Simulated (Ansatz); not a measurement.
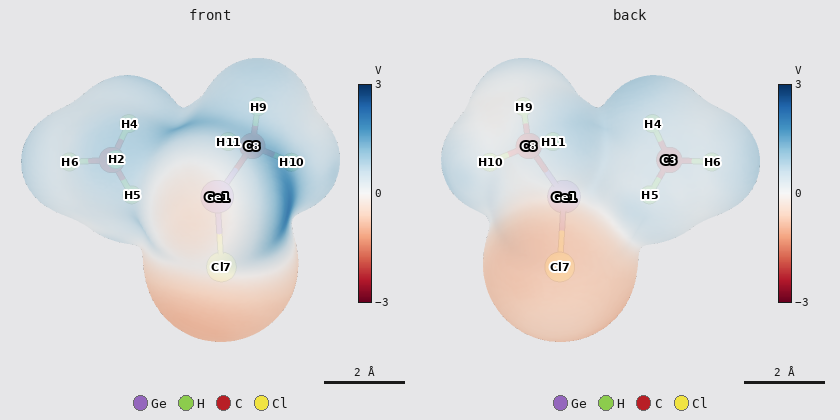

*CH3ClGe···CH4. The molecular electrostatic potential painted on the density surface at 0.002 e/bohr³, seen from the front and from behind; the colour scale runs from red (negative) to blue (positive).*

These are results of Ansatz 0.2.0, RKS B3LYP-D4/def2-SVP, not measurements.

```xyz
11

Ge   -1.0660    0.2006    0.4589
H     1.4266    0.0600    1.6143
C     2.0756   -0.0829    0.7319
H     2.1052   -1.1479    0.4637
H     1.7137    0.5126   -0.1184
H     3.0881    0.2563    1.0009
Cl   -0.7850    1.6011   -1.2604
C    -0.9124   -1.4887   -0.6261
H    -1.0869   -2.3839    0.0030
H    -1.6600   -1.4609   -1.4455
H     0.0891   -1.5601   -1.0866
```

Describe the electrostatic potential map.

The most negative region (about −0.9 V, or −21 kcal/mol for a unit charge) lies over Cl7, the most positive (about +2.0 V, or +46 kcal/mol for a unit charge) over Ge1.
